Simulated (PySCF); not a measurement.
# Run report: C$_{4}$H$_{8}$AlN, NMR shielding calculation

System: C$_{4}$H$_{8}$AlN, SMILES C1#[N+][AlH2-][CH2]CC1.
Method: GIAO PBE0/cc-pVDZ NMR shielding, non-relativistic, gas phase (PySCF 2.14.0).

The geometry comes from this level: PBE0-D3(BJ)/def2-SVP. Figures and captions count atoms from 1; the log counts them from 0 in places.

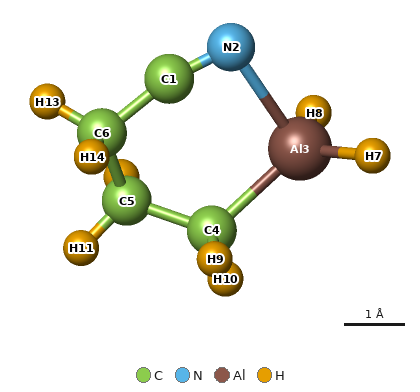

**Figure 1.** The structure (ball-and-stick view, seen at a tilt; atoms are numbered from 1 in the order of the input). Sticks mark near contacts. Bond lengths as drawn: Al–C 2.02 Å, Al–H 1.60 Å, Al–N 2.23 Å, C–C 1.45 to 1.55 Å, C–H 1.10 to 1.11 Å and C–N 1.16 Å.

Input
```
{"job": {"kind": "nmr", "xc": "PBE0", "basis": "cc-pVDZ", "pop": true}, "charge": 0, "multiplicity": 1}
C     -0.481221     0.689155     2.107030
N     -1.102803     0.005698     2.810970
Al    -1.705580    -1.524600     1.304785
C     -0.971637    -0.539250    -0.297353
C      0.340752     0.214625    -0.088947
C      0.222575     1.308509     1.003269
H     -3.291290    -1.528650     1.479615
H     -0.819187    -2.743285     1.837221
H     -1.737777     0.153377    -0.693982
H     -0.822689    -1.292210    -1.092365
H      0.699826     0.723387    -1.000307
H      1.139889    -0.481734     0.215934
H      1.199924     1.691410     1.333738
H     -0.378675     2.163160     0.652701
```

The first line tells a small driver script what to run in PySCF; the rest is the geometry in Å.

Hardware: 1 CPU thread, shared host.

Launch command:
```bash
OMP_NUM_THREADS=1 python <driver script> task.json out
```

Log
```
coarse grid: 11992 points
cycle   1  E = -453.9586776311  dE =  5.201e-01  |g| = 4.778e-01  |ddm| = 6.791e+00
cycle   2  E = -453.8385654474  dE =  1.201e-01  |g| = 8.885e-01  |ddm| = 1.927e+00
cycle   3  E = -454.0152723563  dE = -1.767e-01  |g| = 1.656e-01  |ddm| = 1.156e+00
cycle   4  E = -454.0213198988  dE = -6.048e-03  |g| = 4.586e-02  |ddm| = 2.808e-01
cycle   5  E = -454.0218546950  dE = -5.348e-04  |g| = 5.556e-03  |ddm| = 7.475e-02
cycle   6  E = -454.0218626931  dE = -7.998e-06  |g| = 2.104e-03  |ddm| = 1.318e-02
final grid: 110696 points
cycle   7  E = -454.0363679310  dE = -1.669e-05  |g| = 6.956e-03  |ddm| = 5.212e-02
cycle   8  E = -454.0363619099  dE =  6.021e-06  |g| = 8.486e-03  |ddm| = 2.706e-02
cycle   9  E = -454.0363811615  dE = -1.925e-05  |g| = 6.257e-04  |ddm| = 1.453e-02
cycle  10  E = -454.0363812502  dE = -8.868e-08  |g| = 2.831e-04  |ddm| = 1.297e-03
cycle  11  E = -454.0363812652  dE = -1.496e-08  |g| = 1.121e-04  |ddm| = 4.094e-04
cycle  12  E = -454.0363812680  dE = -2.866e-09  |g| = 1.900e-05  |ddm| = 1.682e-04
cycle  13  E = -454.0363812681  dE = -9.925e-11  |g| = 3.595e-06  |ddm| = 3.577e-05
```

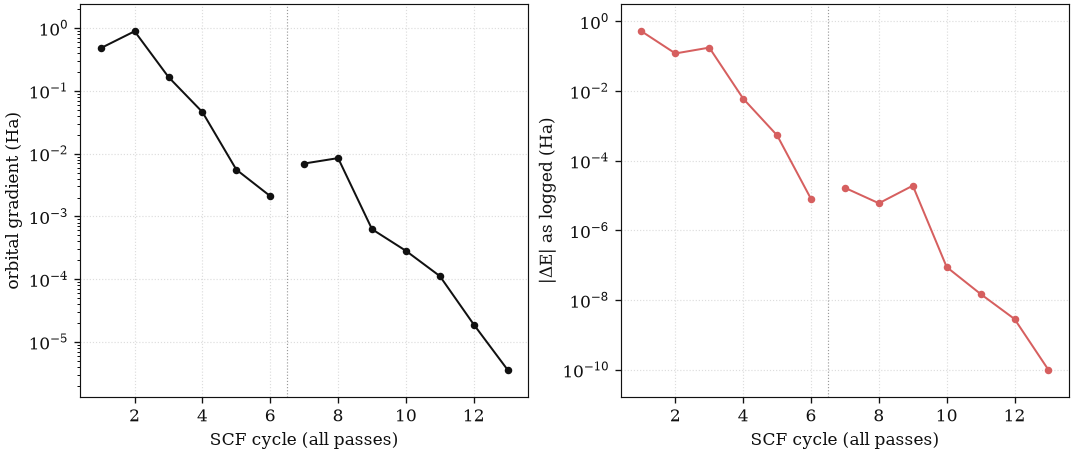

**Figure 2.** Convergence of the self-consistent field: orbital gradient and size of the energy change against the SCF cycle. The dotted line marks the change from a coarse to the final integration grid. The first 6 cycles use a coarse grid, the final grid takes over at cycle 7, and the field converges after 13 cycles in all.

```
converged SCF energy = -454.0363812681

GIAO shielding tensors (ppm)
atom      isotropic    diamagn.    paramagn.     s11        s22        s33       span
  0 C       61.511     265.470    -203.958    -62.414    -34.237    281.186    343.600
  1 N       15.299     340.629    -325.330   -141.332   -102.770    290.000    431.331
  2 Al     433.787     800.251    -366.464    398.494    445.015    457.853     59.359
  3 C      185.695     241.446     -55.750    173.611    184.060    199.415     25.805
  4 C      164.892     246.478     -81.586    143.571    175.191    175.914     32.342
  5 C      173.367     251.053     -77.687    148.466    184.096    187.538     39.072
  6 H       26.465      29.585      -3.120     23.567     24.319     31.509      7.942
  7 H       26.468      30.514      -4.047     23.629     24.513     31.260      7.630
  8 H       31.024      31.016       0.008     27.059     28.976     37.037      9.977
  9 H       31.062      30.177       0.885     26.801     28.771     37.615     10.814
 10 H       28.941      31.424      -2.483     23.549     27.496     35.777     12.227
 11 H       29.099      32.488      -3.390     25.045     27.587     34.664      9.619
 12 H       29.091      27.744       1.347     24.544     26.637     36.091     11.547
 13 H       29.142      28.945       0.197     25.080     26.932     35.414     10.334
```

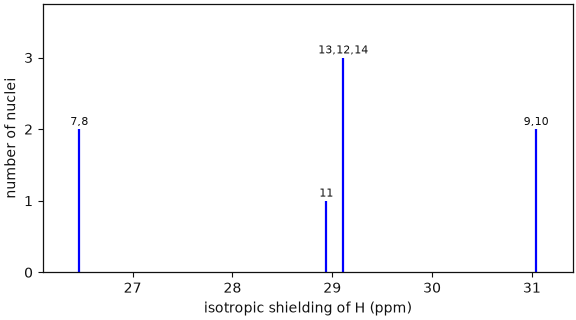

**Figure 3.** Isotropic shieldings of the hydrogen nuclei in this fixed geometry, labelled by atom number; shielding grows to the right, so chemical shift grows to the left. The least shielded is H7 (26.5 ppm), the most shielded H10 (31.1 ppm).

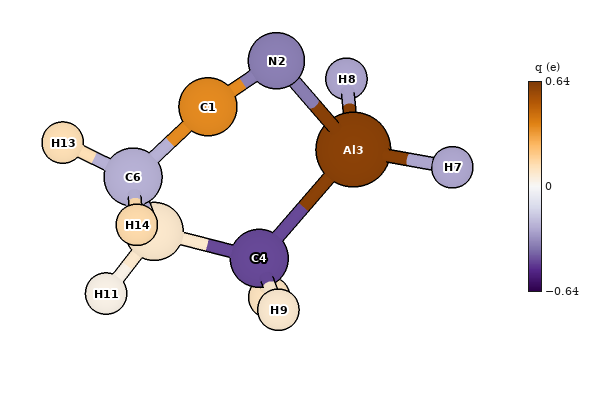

**Figure 4.** ESP-fitted charges, as the colour of each atom (ball-and-stick view, seen at a tilt; atoms are numbered from 1 in the order of the input). By element: C −0.45 to +0.36, N −0.35, Al +0.61 and H −0.27 to +0.14 e.

Summary

```csv
quantity,value
outcome,converged
total energy,−454.036381 hartree
HOMO,−7.16 eV
LUMO,−0.90 eV
dipole moment,5.24 D
"isotropic shielding, C",61.5 to 185.7 ppm
"isotropic shielding, N",15.3 ppm
"isotropic shielding, Al",433.8 ppm
"isotropic shielding, H",26.5 to 31.1 ppm
wall time,14 s
peak memory,0.72 GiB
```
